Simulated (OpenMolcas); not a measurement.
# NO2F (nitryl fluoride): a line through the functionals

The species is NO2F (4 atoms), meant as a singlet with charge 0. As SMILES, `O=[N+]([O-])F`. The coordinates come from a PBE0-D4/def2-TZVP relaxation.

The electronic atomisation energy y, in eV, basis cc-pVTZ; a is the functional's share of exact exchange. Programs: OpenMolcas 26.06.

```
functional     program     a  y (eV)
       PBE  OpenMolcas     0   14.65
      TPSS  OpenMolcas     0   13.04
     B3LYP  OpenMolcas   0.2       ?
      PBE0  OpenMolcas  0.25   12.67
     BHLYP  OpenMolcas   0.5   10.14
```

Fit y = c + s·a to the known rows and predict B3LYP.


1. Means of the 4 rows: a = 0.1875, y = 12.625.
2. Σ(Δa)² = 0.17188, Σ(Δa·Δy) = -1.2312, so the slope is -1.2312/0.17188 = -7.1631.
3. Intercept: 12.625 − (-7.1631) × 0.1875 = 13.968. The largest residual of the fit is 0.93.
4. B3LYP: 13.968 + (-7.1631) × 0.2 = 12.54 eV.

The run gave 12.52 eV, so the prediction is off by +0.02 eV, within the scatter of the fit. The rows mix families of semi-local functionals, which the line can't see.

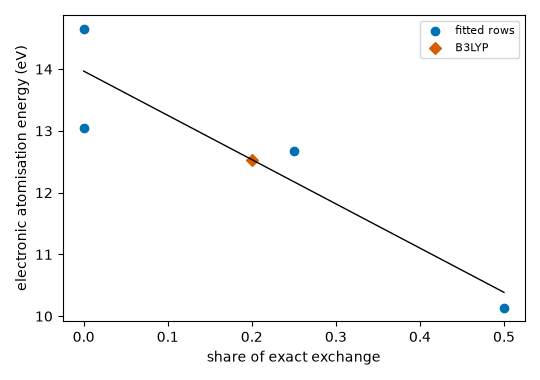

The fitted line, with the withheld row.
